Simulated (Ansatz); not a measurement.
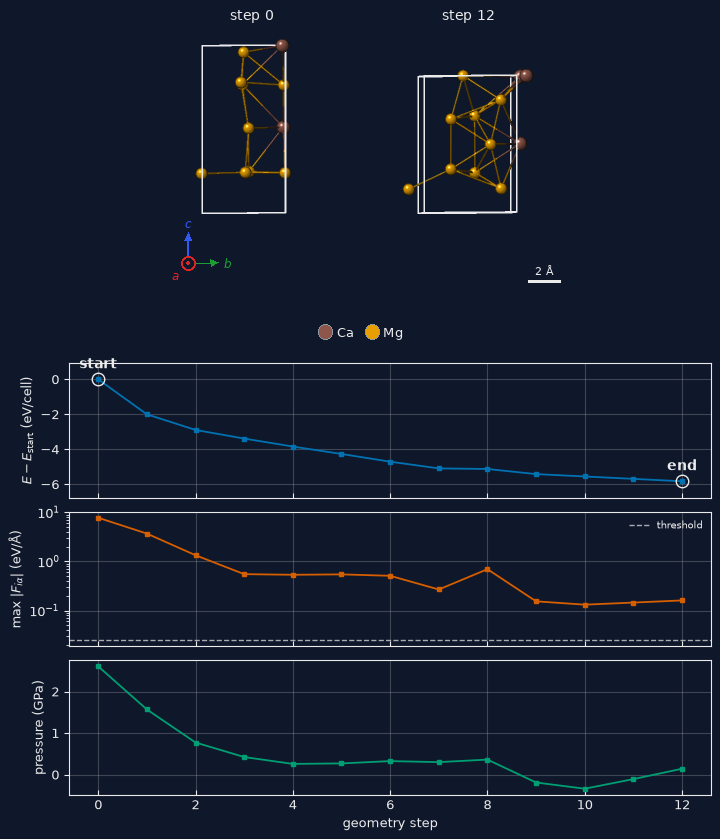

First and last geometry of a relaxation of solid CaMg₄ (a generated structure, set up in P1) (coarse preliminary run), with the history of the run. The picture is a ball-and-stick view of the cell of the calculation, seen along the a axis.

Computed with DFT PBE, scalar-relativistic, plane waves, PAW (Ansatz 0.2.0).

Input file:
```yaml
crystal:
  lattice:
    - [-5.3729669997, 0.0286741228, 0.0579319654]
    - [0.0579319654, -0.0230467738, -5.2893634604]
    - [0.0573482457, -10.6417046064, -0.0460935477]
  atoms:
    - { symbol: Ca, position: [-0.0021663621, 0.9633050795, 0.9957901678] }
    - { symbol: Ca, position: [0.03753402, 0.9740548469, 0.5094301276] }
    - { symbol: Mg, position: [1.0152009074, 0.4833233772, 0.7650491479] }
    - { symbol: Mg, position: [1.0526451254, 0.5632276242, 0.2478741676] }
    - { symbol: Mg, position: [0.4595773405, 0.4989132682, 0.9583136449] }
    - { symbol: Mg, position: [0.4675574968, 0.558007937, 0.5053448711] }
    - { symbol: Mg, position: [0.4735853267, -0.0208419698, 0.7603963173] }
    - { symbol: Mg, position: [0.5133487004, -0.0053265847, 0.2370196815] }
    - { symbol: Mg, position: [0.4913367363, 0.4659479027, 0.7791622208] }
    - { symbol: Mg, position: [0.4913807085, 0.5193885188, 0.2416196536] }
basis:
  ecutwfc: 420
kpoints:
  mp_grid: { grid: [4, 4, 2] }
hamiltonian:
  xc: pbe
scf:
  occupations: { method: gaussian, width: 0.2 }
  lower_state_search: "off"
output:
  forces: true
  stress: true
  eigenvalues: true
relax:
  adjacent_minimum: "off"
  f_tol: 0.025
  max_steps: 60
  cell: { stress_tol: 0.25 }
```

Run as
```bash
ansatz run input.yaml --threads 1 --pin off --max-ram 2048MiB --backend cpu --events-out ev --progress --plain --runs-dir out
```

### What do the curves and the structures tell?

The run was cut off at its time limit before the relaxation converged, so the last structure is only a point on the way. Mg10 moves most relative to the cell: 1.36 Å along [1 −3 1]. By element the largest moves are Mg 1.36 Å, Ca 0.86 Å. Cell: a 5.373 → 5.419 Å (+0.8 %), b 5.290 → 5.873 Å (+11.0 %), c 10.642 → 8.678 Å (−18.5 %), β 90.6° → 89.7°, γ 91.2° → 83.6°. Volume −9.3 %. Among the contacts that change: Mg9–Mg10 5.725 → 3.176 Å, Mg7–Mg8 5.076 → 3.055 Å, Mg3–Mg4 5.522 → 3.602 Å, Ca2–Mg10 5.010 → 3.299 Å. Bond angles that change, for instance: Mg9–Mg6–Mg10 165.3° → 64.5°, Mg6–Mg9–Mg7 94.5° → 170.0°, Mg6–Mg10–Mg8 95.9° → 170.8°. The space group stays P1 (No. 1). The energy falls by 5.826 eV per cell of the calculation in 12 geometry steps. The largest force component goes from 7.8 to 0.16 eV/Å. The pressure goes from 2.61 to 0.14 GPa.

```
step  E − E(0), meV/atom  largest force component, eV/Å  pressure, GPa  volume, Å³/atom
   0                0.00                         7.7652           2.61           30.238
   1             -199.96                         3.6961           1.57           29.724
   2             -289.12                         1.3397           0.77           29.791
   3             -338.50                         0.5513           0.43           29.847
   4             -383.96                         0.5351           0.26           29.820
   5             -426.45                         0.5453           0.27           29.610
   6             -470.52                         0.5103           0.33           29.187
   7             -508.89                         0.2685           0.30           28.708
   8             -512.21                         0.6956           0.36           28.456
   9             -541.51                         0.1541          -0.19           28.488
  10             -554.95                         0.1317          -0.34           28.273
  11             -568.69                         0.1455          -0.11           27.765
  12             -582.57                         0.1607           0.14           27.441
```
